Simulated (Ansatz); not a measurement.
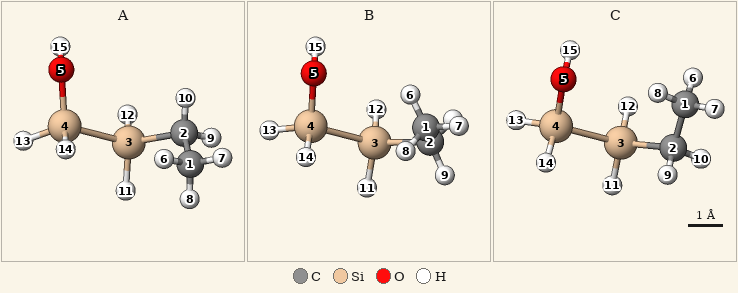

3 geometries from a converged minimum-energy path of C₂H₁₀OSi₂, shuffled. The picture is a ball-and-stick view, seen from a free direction.

These are results of RKS B3LYP/6-31G (Ansatz 0.2.0), not measurements. Settings: 7 movable images; climbing image; force threshold 0.05 eV/Å; iteration limit 16; starting path by image-dependent pair potential.

Question: One of them is the converged climbing image. Which?

Answer: B. In order along the path, whose images run from 0 to 8: C (image 0, 0.00 kcal/mol), B (image 4, +1.54 kcal/mol), A (image 8, +0.27 kcal/mol). The motion is a rotation about the C2–Si3 bond by about 125°. No bond forms or breaks between the ends. Among the angles between lasting bonds that change up to the highest image: C2–Si3–Si4 111.9° → 113.9°.
